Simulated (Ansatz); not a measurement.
BaTiO3 (P4/mmm): how ε∞ follows the gap

The empty bands of BaTiO3 (P4/mmm) are shifted up rigidly by Δ, and ε∞ along x is computed for each shift. x, y and z are the Cartesian axes of the input cell.

Cell: a, b, c = 4.000, 4.000, 4.018 Å (primitive vectors), 5 atoms.

Method: Ansatz 0.2.0, PBE, independent particles, k-mesh 6×6×6 with interpolation inside its cells, Gaussian parameter 0.1 eV.

Launch of the response step: `ansatz run input.yaml --threads 4 --pin off --max-ram 8192MiB --backend cpu --events-out ev --progress --plain --runs-dir out`. The series took 5.1 min in all, on 4 threads of Intel(R) Xeon(R) Processor @ 2.50GHz (Skylake/Cascade Lake) (shared host).

```tsv
Δ (eV)	ε∞ along x
0.00	6.842
0.40	6.436
0.80	?
1.20	5.803
1.60	5.547
2.00	5.324
```

With one effective transition at E₀ and fixed dipole strength, ε∞ − 1 = A/(E₀ + Δ), so 1/(ε∞ − 1) is linear in Δ.

Working, on the rows shown:

| x = Δ (eV) | y = 1/(ε∞ − 1) |
| --- | --- |
| 0 | 0.171174 |
| 0.4 | 0.183959 |
| 1.2 | 0.208203 |
| 1.6 | 0.219925 |
| 2 | 0.231267 |

Means: x̄ = 1.04, ȳ = 0.20291. Σ(x − x̄)(y − ȳ) = 0.08273, Σ(x − x̄)² = 2.752. Slope = 0.08273 / 2.752 = 0.03006; intercept = ȳ − slope · x̄ = 0.17164. Turned back into ε∞ along x, the line misses the rows shown by at most 0.016.

What does the fit predict for the withheld row, and how well does it do?

At x = 0.8 the line gives y = 0.19569, that is 6.110. The run gave 6.095, so the interpolation is off by 0.015, 1.0 % of the range in the table.

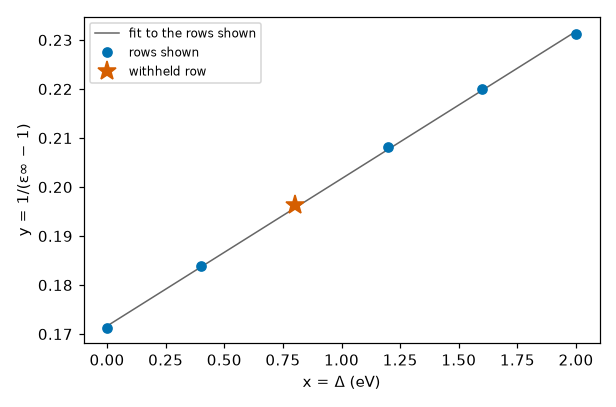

Refitted with all rows, the slope is 0.03002 and the intercept 0.17178. These give E₀ = intercept/slope = 5.7 eV, far above the least direct gap of 1.91 eV: most of the screening comes from transitions well over the edge. Over the first step ε∞ falls by 15 % per eV. Excitons are left out and so are local fields; PBE gaps are as a rule too small. Spin-orbit coupling is left out.

[Logs are printed without paths, hosts, clocks, repeated set-up lines and the standing remarks that a program may print on its own settings, such as how far it seeks lower states.]
